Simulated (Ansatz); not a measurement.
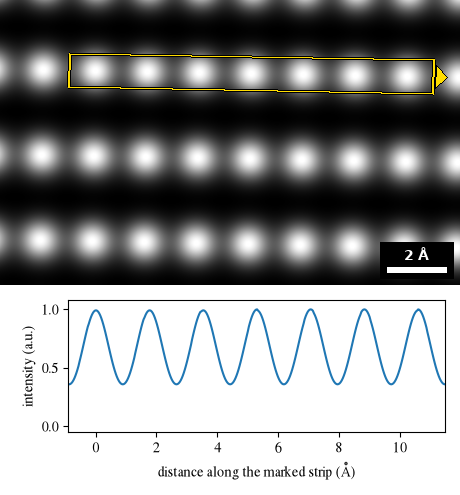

Integrated-DPC-like image of Tm (P6_3/mmc, No. 194) along [210]. Simulated as the projected potential of neutral atoms (B = 0.8 Å²) blurred by a 0.88 Å probe, the thin-sample limit of integrated differential phase contrast. Structure: the geometry given to an electronic-structure calculation, possibly off equilibrium.

```xyz
2
Lattice="3.5305 0.0000 0.0000 -1.7653 3.0575 0.0000 0.0000 0.0000 5.7814" Properties=species:S:1:pos:R:3 pbc="T T T"
Tm    0.0000    2.0384    4.3361
Tm    1.7653    1.0192    1.4454
```

The curve is the intensity along the marked strip, in the direction of its arrowhead, with zero distance at the first column. Brightness is counted from the darkest point of the image.

> List the columns that the line crosses, with their positions.

```json
{"position (Å)": "0.0", "atoms per repeat along the beam": "1 Tm", "height (% of the highest)": "100"}
{"position (Å)": "1.8", "atoms per repeat along the beam": "1 Tm", "height (% of the highest)": "100"}
{"position (Å)": "3.5", "atoms per repeat along the beam": "1 Tm", "height (% of the highest)": "100"}
{"position (Å)": "5.3", "atoms per repeat along the beam": "1 Tm", "height (% of the highest)": "100"}
{"position (Å)": "7.1", "atoms per repeat along the beam": "1 Tm", "height (% of the highest)": "100"}
{"position (Å)": "8.8", "atoms per repeat along the beam": "1 Tm", "height (% of the highest)": "100"}
{"position (Å)": "10.6", "atoms per repeat along the beam": "1 Tm", "height (% of the highest)": "100"}
```
